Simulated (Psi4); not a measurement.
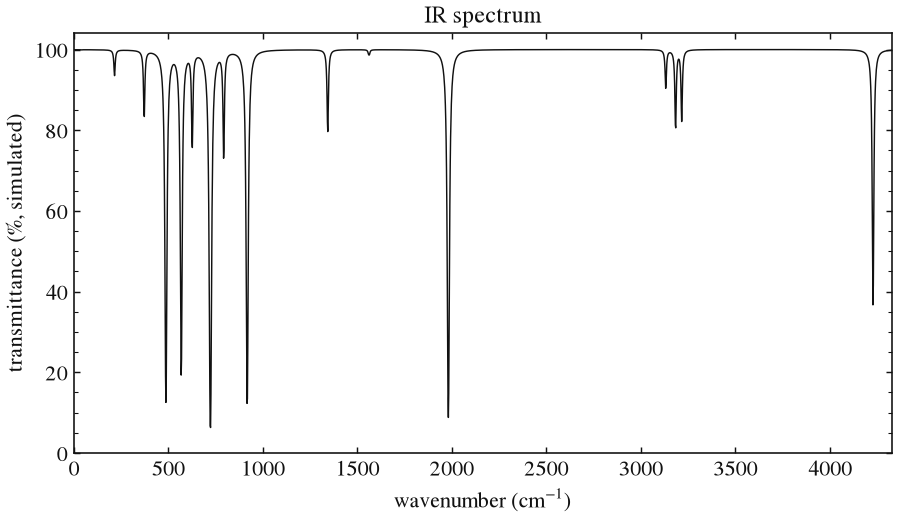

Unscaled harmonic wavenumbers and double-harmonic intensities, HF/def2-TZVP, Psi4 1.11, at a geometry relaxed at this level, isolated molecule. Modes within 2 cm⁻¹ of each other count as one line, with their intensities summed. Lorentzian lines of 8 cm⁻¹ full width. Close modes add up in the curve.

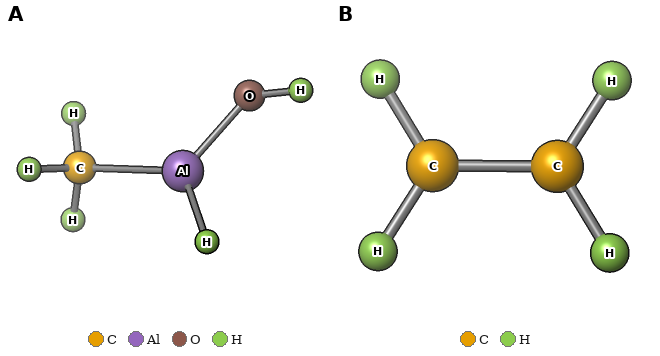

Which molecule gives this infrared spectrum? Choose among the lettered structures.

Answer. Structure A, CH₅AlO, SMILES [CH3][AlH][OH], singlet. It has its most intense lines at 723.5, 1982.2 and 918.1 cm⁻¹.

Note: Hartree-Fock puts harmonic wavenumbers well above measured bands, often by about a tenth and by far more where static correlation matters.
